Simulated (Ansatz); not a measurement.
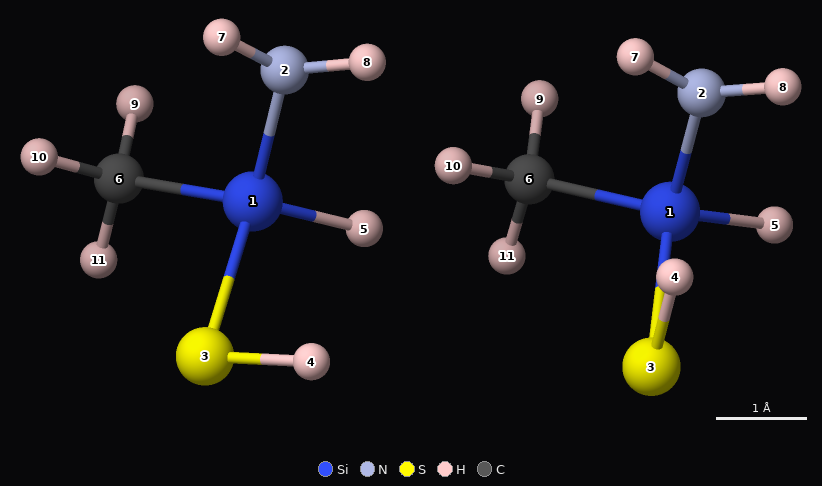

Two geometries of CH₇NSSi, drawn at one scale. One is the start of a relaxation, the other its converged end. A ball-and-stick model, seen from a free direction.

The calculation used RKS PBE-D4/def2-SVP in Ansatz 0.2.0. (no spin polarisation; force threshold 0.03 eV/Å; at most 50 steps)

### Which geometry has the lower energy?

The left one is the relaxed one. The run prepares an end point of a later path (reaction) calculation, from a guessed geometry. The energy falls by 0.254 eV in 12 accepted moves (14 points after the start). The largest force component goes from 0.96 to 0.027 eV/Å. The line search rejected the trial steps at points 11, 13 of the run. The largest move after the best rigid fit is that of H4, 1.10 Å. Largest moves by element: H 1.10 Å, S 0.42 Å, N 0.29 Å, Si 0.21 Å, C 0.01 Å. Among the contacts that change: Si1–N2 1.787 → 1.744 Å, Si1–S3 2.178 → 2.186 Å. Bond angles that change, for instance: Si1–S3–H4 77.1° → 94.8°, N2–Si1–S3 103.8° → 116.8°, S3–Si1–C6 112.0° → 103.6°. Groups turn about Si1–S3 by about 60°.
